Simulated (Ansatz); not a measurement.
Process, species as SMILES: C (CH4) → [CH3] (CH3) + H atom
B3LYP-D3(BJ)/def2-TZVP geometries, fixed; electronic energies without zero-point terms.
Largest species:
```
C
H 1 1.0892
H 1 1.0892 2 109.47
H 1 1.0892 2 109.47 3 120.00
H 1 1.0892 2 109.47 3 -120.00
```
Charge 0, spin multiplicity 1.

Basis-set convergence of the bond dissociation energy at MP2 with Ansatz (a quantum-chemistry and plane-wave program). Cartesian d functions, on some or all atoms, in 6-31G*; all else is spherical. Cores are frozen. Open shells are unrestricted. No added dispersion term, no relativity. Functions are those of the species that has most. Reference: Hartree-Fock in aug-cc-pVQZ plus the correlation part extrapolated as X^-3 from aug-cc-pVTZ and aug-cc-pVQZ, 112.07 kcal/mol, itself unsure by roughly 0.21 kcal/mol (a third of the extrapolation step and of the last Hartree-Fock step). Deviations are taken from unrounded values.

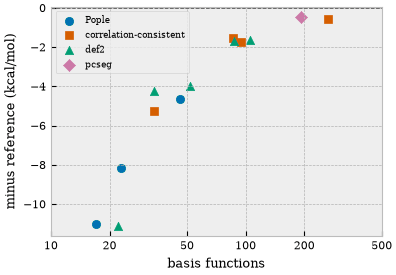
Figure. Deviation from the reference against the number of basis functions, by family of sets.

```tsv
basis	functions	bond dissociation energy (kcal/mol)	minus reference (kcal/mol)
3-21G	17	101.06	-11.01
def2-SV(P)	22	100.98	-11.10
6-31G*	23	103.89	-8.18
cc-pVDZ	34	106.81	-5.26
def2-SVP	34	107.85	-4.23
6-311+G**	46	107.42	-4.65
def2-SVPD	52	108.10	-3.97
cc-pVTZ	86	110.55	-1.52
def2-TZVPP	87	110.41	-1.67
jun-cc-pV(T+d)Z	95	110.34	-1.74
def2-TZVPPD	105	110.45	-1.62
pcseg-3	192	111.60	-0.47
aug-cc-pVQZ	264	111.49	-0.58
```
